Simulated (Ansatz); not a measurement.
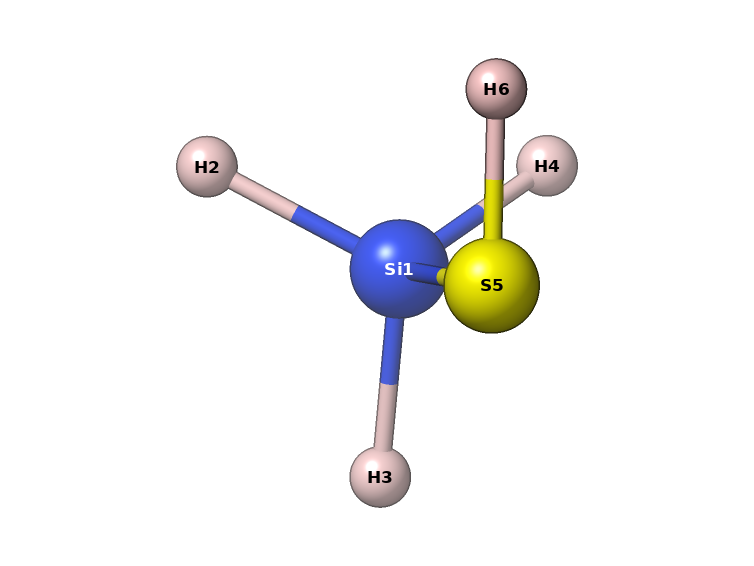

Si1 lies behind S5. The molecule seen a little off the S5–Si1 bond, S5 in front. Depth is shown by fading: the farther an atom, the more it takes the colour of the background. Computed geometry: PBE0-D4/def2-TZVP optimisation.

What is the torsion angle H6–S5–Si1–H2? The sign is positive where the front bond must turn clockwise to cover the back bond.

−60°, synclinal (gauche).
